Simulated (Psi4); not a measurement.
Property calculation of C2HF2

The run: property calculation of C2HF2, multiplicity 2, SMILES [CH]=C(F)F. Method and program: B3LYP/def2-SVP, UKS (Psi4 1.11).

The geometry comes from this level: PBE0-D4/def2-TZVP.

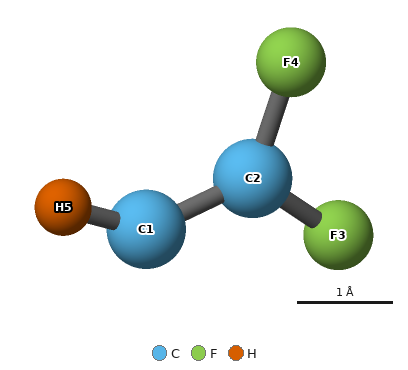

Figure 1. The input geometry (ball-and-stick view, seen at an oblique angle; atoms are numbered from 1 in the order of the input). Bond lengths as drawn: C–C 1.30 Å, C–F 1.31 to 1.32 Å and C–H 1.07 Å.

**Key numbers**

| quantity | value |
| --- | --- |
| outcome | converged |
| total energy | −276.159228 hartree |
| basis functions | 61 |
| ⟨S²⟩ | 0.758 |
| dipole moment | 1.13 D |
| hardware | 1 thread of Intel Xeon (Sapphire Rapids), 64 GiB of memory available, shared host |
| wall time | 14 s |
| peak memory | 0.65 GiB |

**Remarks**

These settings are looser than, or depart from, a standard set-up, so the numbers are not reference values for this system.

**Input (c2hf2.inp)**
```
memory 1600 MB

molecule system {
  0 2
  C     -0.05329028     1.72475303    -0.02815692
  C      0.30915919    -0.69182873     0.23545988
  F      1.97249613    -1.72286331     1.76216961
  F     -0.93087909    -2.48158835    -0.98322450
  H     -1.20299965     3.03206557    -1.06467170
  units au
  symmetry c1
}

set {
  basis def2-SVP
  reference uks
  puream true
  scf_type direct
  dft_radial_points 99
  dft_spherical_points 590
  ints_tolerance 0.0001
  maxiter 150
}

energy_value, wavefunction = energy('b3lyp', return_wfn=True)
oeprop(wavefunction, 'DIPOLE', 'QUADRUPOLE', 'MULLIKEN_CHARGES', 'LOWDIN_CHARGES', title='B3LYP')
```

Launch command:
```bash
psi4 c2hf2.inp c2hf2.out -n 1
```

**The program's output**
```
Psi4 1.11 release

   => Loading Basis Set <=

    Name: DEF2-SVP
    Role: ORBITAL
    Keyword: BASIS

         ---------------------------------------------------------
                                   SCF
                              UKS Reference
                        1 Threads,   1525 MiB Core
         ---------------------------------------------------------

  ==> Geometry <==

    Molecular point group: c1
    Full point group: C1

    Geometry (in Bohr), charge = 0, multiplicity = 2:

       Center              X                  Y                   Z               Mass
    ------------   -----------------  -----------------  -----------------  -----------------
         C           -0.396869375054     2.747328404948    -0.285492700270    12.000000000000
         C           -0.034419905054     0.330746644948    -0.021875900270    12.000000000000
         F            1.628917034946    -0.700287935052     1.504833829730    18.998403162730
         F           -1.274458185054    -1.459012975052    -1.240560280270    18.998403162730
         H           -1.546578745054     4.054640944948    -1.322007480270     1.007825032230

  Running in c1 symmetry.

  Rotational constants: A =      0.38936  B =      0.36664  C =      0.18883 [cm^-1]
  Rotational constants: A =  11672.74901  B =  10991.68320  C =   5660.99155 [MHz]
  Nuclear repulsion =  109.976039955884801

  Charge       = 0
  Multiplicity = 2
  Electrons    = 31
  Nalpha       = 16
  Nbeta        = 15

  ==> Algorithm <==

  SCF Algorithm Type is DIRECT.
  DIIS enabled.
  MOM disabled.
  Fractional occupation disabled.
  Guess Type is SAD.
  Energy threshold   = 1.00e-06
  Density threshold  = 1.00e-06
  Integral threshold = 1.00e-04

  ==> Primary Basis <==

  Basis Set: DEF2-SVP
    Blend: DEF2-SVP
    Number of shells: 27
    Number of basis functions: 61
    Number of Cartesian functions: 65
    Spherical Harmonics?: true
    Max angular momentum: 2

  ==> DFT Potential <==

   => LibXC <=

    Version 7.1.2

   => Composite Functional: B3LYP <=

    B3LYP Hyb-GGA Exchange-Correlation Functional

    Deriv               =              1
    GGA                 =           TRUE
    Meta                =          FALSE

    Exchange Hybrid     =           TRUE
    MP2 Hybrid          =          FALSE

   => Exchange Functionals <=

    0.0800   Slater exchange
    0.7200         Becke 88

   => Exact (HF) Exchange <=

    0.2000               HF

   => Correlation Functionals <=

    0.1900   Vosko, Wilk & Nusair (VWN5_RPA)
    0.8100   Lee, Yang & Parr

   => LibXC Density Thresholds  <==

    XC_HYB_GGA_XC_B3LYP:  1.00E-15

   => Molecular Quadrature <=

    Radial Scheme          =       TREUTLER
    Pruning Scheme         =           NONE
    Nuclear Scheme         =       TREUTLER

    Blocking Scheme        =         OCTREE
    BS radius alpha        =              1
    Pruning alpha          =              1
    Radial Points          =             99
    Spherical Points       =            590
    Total Points           =         279389
    Total Blocks           =           2085
    Max Points             =            256
    Max Functions          =             60
    Weights Tolerance      =       1.00E-15

   => Loading Basis Set <=

    Name: (DEF2-SVP AUX)
    Role: JKFIT
    Keyword: DF_BASIS_SCF

  Starting with a DF guess...

  ==> Integral Setup <==

  DFHelper Memory: AOs need 0.010 GiB; user supplied 0.706 GiB.
  SCF_SUBTYPE=INCORE selected. In-core MEM_DF algorithm will be used.
  Using in-core AOs.

  ==> MemDFJK: Density-Fitted J/K Matrices <==

    J tasked:                   Yes
    K tasked:                   Yes
    wK tasked:                   No
    Memory [MiB]:               722
    Algorithm:                 Core
    Schwarz Cutoff:           1E-04
    Mask sparsity (%):       8.2236
    Fitting Condition:        1E-10

   => Auxiliary Basis Set <=

  Basis Set: (DEF2-SVP AUX)
    Blend: DEF2-UNIVERSAL-JKFIT
    Number of shells: 106
    Number of basis functions: 322
    Number of Cartesian functions: 384
    Spherical Harmonics?: true
    Max angular momentum: 4

  Cached 100.0% of DFT collocation blocks in 0.412 [GiB].

  Minimum eigenvalue in the overlap matrix is 2.6302349598E-03.
  Reciprocal condition number of the overlap matrix is 6.3276117569E-04.
    Using symmetric orthogonalization.

  ==> Pre-Iterations <==

  SCF Guess: Superposition of Atomic Densities via on-the-fly atomic UHF (no occupation information).

   -------------------------
    Irrep   Nso     Nmo
   -------------------------
     A         61      61
   -------------------------
    Total      61      61
   -------------------------

  ==> Iterations <==

                           Total Energy        Delta E     RMS |[F,P]|

   @DF-UKS iter SAD:  -275.84663597664678   -2.75847e+02   0.00000e+00
   @DF-UKS iter   1:  -276.03587958775069   -1.89244e-01   7.94832e-03 DIIS/ADIIS
   @DF-UKS iter   2:  -275.98890871272795    4.69709e-02   8.91665e-03 DIIS/ADIIS
   @DF-UKS iter   3:  -276.14750546829208   -1.58597e-01   2.52420e-03 DIIS/ADIIS
   @DF-UKS iter   4:  -276.15938916379599   -1.18837e-02   3.63148e-04 DIIS/ADIIS
   @DF-UKS iter   5:  -276.15958155252127   -1.92389e-04   2.11233e-04 DIIS/ADIIS
   @DF-UKS iter   6:  -276.15965408365037   -7.25311e-05   5.53904e-05 DIIS
   @DF-UKS iter   7:  -276.15967264433800   -1.85607e-05   2.15804e-05 DIIS
   @DF-UKS iter   8:  -276.15968046946011   -7.82512e-06   1.05911e-05 DIIS
   @DF-UKS iter   9:  -276.15968117710872   -7.07649e-07   7.91271e-06 DIIS
   @DF-UKS iter  10:  -276.15968138366139   -2.06553e-07   1.06915e-06 DIIS
   @DF-UKS iter  11:  -276.15968138998585   -6.32446e-09   2.39765e-07 DIIS

  DF guess converged.

  ==> DirectJK: Integral-Direct J/K Matrices <==

    J tasked:                  Yes
    K tasked:                  Yes
    wK tasked:                  No
    Integrals threads:           1
    Screening Type:           CSAM
    Screening Cutoff:        1E-04
    Incremental Fock:           No

   @UKS iter  12:  -276.15913658535482   -2.76159e+02   3.08286e-04 DIIS/ADIIS
   @UKS iter  13:  -276.15922797832400   -9.13930e-05   1.04932e-05 DIIS
   @UKS iter  14:  -276.15922807157182   -9.32478e-08   8.15024e-06 DIIS
   @UKS iter  15:  -276.15922815898557   -8.74138e-08   3.14159e-06 DIIS
   @UKS iter  16:  -276.15922817470067   -1.57151e-08   6.53042e-07 DIIS
  Energy and wave function converged.

  ==> Post-Iterations <==

   Electrons on quadrature grid:
      Nalpha   =   16.0000000064 ; deviation = 6.447e-09
      Nbeta    =   14.9999999876 ; deviation = -1.241e-08
      Ntotal   =   30.9999999940 ; deviation = -5.958e-09

   @Spin Contamination Metric:   8.442071848E-03
   @S^2 Expected:                7.500000000E-01
   @S^2 Observed:                7.584420718E-01
   @S   Expected:                5.000000000E-01
   @S   Observed:                5.000000000E-01

    Orbital Energies [Eh]
    ---------------------

    Alpha Occupied:

       1A    -24.733690     2A    -24.732297     3A    -10.366376
       4A    -10.230886     5A     -1.284685     6A     -1.218603
       7A     -0.792091     8A     -0.643108     9A     -0.590429
      10A     -0.541475    11A     -0.534201    12A     -0.458627
      13A     -0.453503    14A     -0.436283    15A     -0.293908
      16A     -0.287036

    Alpha Virtual:

      17A      0.014751    18A      0.080930    19A      0.143109
      20A      0.210976    21A      0.287347    22A      0.400082
      23A      0.436586    24A      0.446974    25A      0.492270
      26A      0.519416    27A      0.540696    28A      0.641888
      29A      0.704071    30A      0.771450    31A      1.091252
      32A      1.121830    33A      1.135528    34A      1.171133
      35A      1.339979    36A      1.348004    37A      1.353884
      38A      1.479790    39A      1.481508    40A      1.618759
      41A      1.628727    42A      1.718444    43A      1.794084
      44A      1.864410    45A      1.923116    46A      1.948026
      47A      2.146906    48A      2.315231    49A      2.386964
      50A      2.569981    51A      2.948955    52A      3.018073
      53A      3.025870    54A      3.038320    55A      3.062499
      56A      3.270226    57A      3.308462    58A      3.341123
      59A      3.655946    60A      3.765049    61A      3.943084

    Beta Occupied:

       1A    -24.732031     2A    -24.731735     3A    -10.367705
       4A    -10.214686     5A     -1.282626     6A     -1.215827
       7A     -0.768618     8A     -0.635760     9A     -0.583736
      10A     -0.536048    11A     -0.526658    12A     -0.454257
      13A     -0.450172    14A     -0.432918    15A     -0.273878

    Beta Virtual:

      16A     -0.122911    17A      0.022922    18A      0.090034
      19A      0.144203    20A      0.225164    21A      0.300159
      22A      0.406041    23A      0.450494    24A      0.480172
      25A      0.499204    26A      0.544624    27A      0.549913
      28A      0.657894    29A      0.716435    30A      0.788097
      31A      1.092148    32A      1.121932    33A      1.140614
      34A      1.173448    35A      1.343372    36A      1.353511
      37A      1.363108    38A      1.509702    39A      1.510081
      40A      1.628243    41A      1.634077    42A      1.750209
      43A      1.801109    44A      1.868034    45A      1.930424
      46A      1.982810    47A      2.168236    48A      2.331710
      49A      2.400632    50A      2.600319    51A      2.961439
      52A      3.018627    53A      3.027417    54A      3.039031
      55A      3.064316    56A      3.282355    57A      3.308725
      58A      3.342123    59A      3.659433    60A      3.767935
      61A      3.949042

    Final Occupation by Irrep:
              A
    DOCC [    15 ]
    SOCC [     1 ]
    NA   [    16 ]
    NB   [    15 ]

  @UKS Final Energy:  -276.15922817470067

   => Energetics <=

    Nuclear Repulsion Energy =            109.9760399558848007
    One-Electron Energy =                -598.8552325120620026
    Two-Electron Energy =                 238.6495214595229868
    DFT Exchange-Correlation Energy =     -25.9295570780464644
    Empirical Dispersion Energy =           0.0000000000000000
    VV10 Nonlocal Energy =                  0.0000000000000000
    Total Energy =                       -276.1592281747006723

  UHF NO Occupations:
  HONO-2 :   14  A 1.9992838
  HONO-1 :   15  A 1.9967350
  HONO-0 :   16  A 1.0000000
  LUNO+0 :   17  A 0.0032650
  LUNO+1 :   18  A 0.0007162
  LUNO+2 :   19  A 0.0001506
  LUNO+3 :   20  A 0.0000782

Computation Completed

Properties will be evaluated at   0.000000,   0.000000,   0.000000 [a0]

Properties computed using the SCF density matrix

 Multipole Moments:

 ------------------------------------------------------------------------------------
     Multipole            Electronic (a.u.)      Nuclear  (a.u.)        Total (a.u.)
 ------------------------------------------------------------------------------------

 L = 1.  Multiply by 2.5417464519 to convert [e a0] to [Debye]
 Dipole X            :          0.7308279           -0.9441848           -0.2133569
 Dipole Y            :         -2.7465138            3.0893831            0.3428693
 Dipole Z            :          0.5985528           -0.7877571           -0.1892043
 Magnitude           :                                                    0.4459583

 ------------------------------------------------------------------------------------

	total time  =         12 seconds =       0.20 minutes

Properties will be evaluated at   0.000000,   0.000000,   0.000000 [a0]

Properties computed using the B3LYP density matrix

 Multipole Moments:

 ------------------------------------------------------------------------------------
     Multipole            Electronic (a.u.)      Nuclear  (a.u.)        Total (a.u.)
 ------------------------------------------------------------------------------------

 L = 1.  Multiply by 2.5417464519 to convert [e a0] to [Debye]
 Dipole X            :          0.7308279           -0.9441848           -0.2133569
 Dipole Y            :         -2.7465138            3.0893831            0.3428693
 Dipole Z            :          0.5985528           -0.7877571           -0.1892043
 Magnitude           :                                                    0.4459583

 L = 2.  Multiply by 1.3450342976 to convert [e a0^2] to [Debye ang]
 Quadrupole XX       :        -57.6668139           41.8425753          -15.8242386
 Quadrupole XY       :          5.4055056           -6.4124494           -1.0069438
 Quadrupole XZ       :        -39.0443534           39.0195513           -0.0248021
 Quadrupole YY       :       -100.8030189           85.9554519          -14.8475670
 Quadrupole YZ       :          2.3912732           -3.3041420           -0.9128688
 Quadrupole ZZ       :        -52.3548570           36.4712436          -15.8836134
 Traceless XX        :         12.6080827          -12.9138483           -0.3057656
 Traceless YY        :        -30.5281223           31.1990283            0.6709060
 Traceless ZZ        :         17.9200396          -18.2851800           -0.3651404

 ------------------------------------------------------------------------------------
  Mulliken Charges: (a.u.)
   Center  Symbol    Alpha    Beta     Spin     Total
       1     C     3.60758  2.56059  1.04699 -0.16818
       2     C     2.75717  2.83632 -0.07914  0.40651
       3     F     4.57869  4.56604  0.01265 -0.14474
       4     F     4.59351  4.55949  0.03402 -0.15299
       5     H     0.46304  0.47756 -0.01452  0.05940

   Total alpha = 16.00000, Total beta = 15.00000, Total charge =  0.00000

  Lowdin Charges: (a.u.)
   Center  Symbol    Alpha    Beta     Spin     Total
       1     C     3.50695  2.56482  0.94214 -0.07177
       2     C     2.95324  2.95619 -0.00295  0.09058
       3     F     4.51837  4.50515  0.01322 -0.02352
       4     F     4.53419  4.49689  0.03730 -0.03109
       5     H     0.48725  0.47695  0.01029  0.03580

  Total alpha = 16.00000, Total beta = 15.00000, Total charge =  0.00000

    Psi4 run time: 0:00:12.30
```
